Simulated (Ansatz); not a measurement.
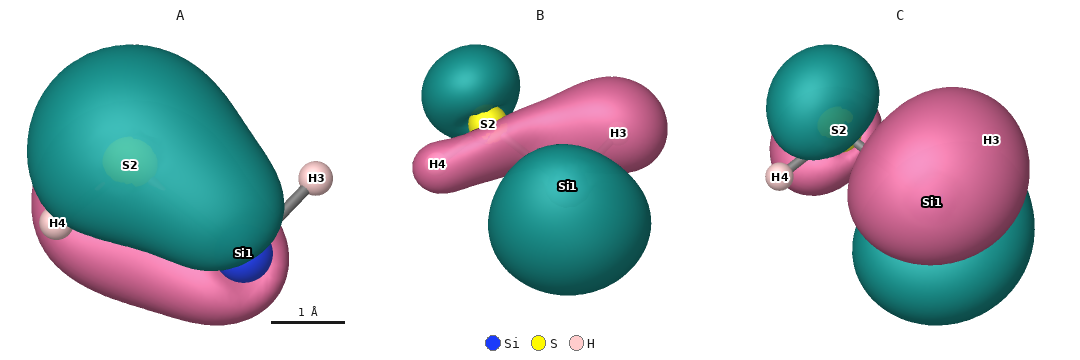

*H2SSi (SMILES [SiH]S). Three frontier orbitals at ±0.08 Å⁻³ᐟ² (teal and pink are the two phases), in no order.*

Geometry: PBE0-D4/def2-TZVP.

Level of theory: Ansatz, RKS PBE0-D4/def2-TZVPP.

```xyz
4

Si   -0.2628   -1.0744    0.1611
S     0.1905    0.9588   -0.2066
H     1.0175   -1.1908    0.9814
H    -0.8897    1.2460   -0.9562
```

**Which picture is the HOMO−1, the HOMO and the LUMO?**

A is the HOMO−1 (−8.38 eV). It lies mainly on S2 (about 80 %) and Si1 (about 15 %); it changes sign across the molecular plane (π type). B is the HOMO (−6.88 eV). By Hirshfeld shares it lies mainly on Si1 (about 70 %), S2 (about 20 %) and H3 (about 10 %); it is symmetric in the molecular plane (an in-plane orbital: σ, lone-pair or in-plane π type). C is the LUMO (−2.50 eV). Its weight (Hirshfeld) is mainly on Si1 (about 75 %) and S2 (about 20 %); it changes sign across the molecular plane (π type).

**What is the HOMO–LUMO gap?**

4.38 eV between the orbital energies.
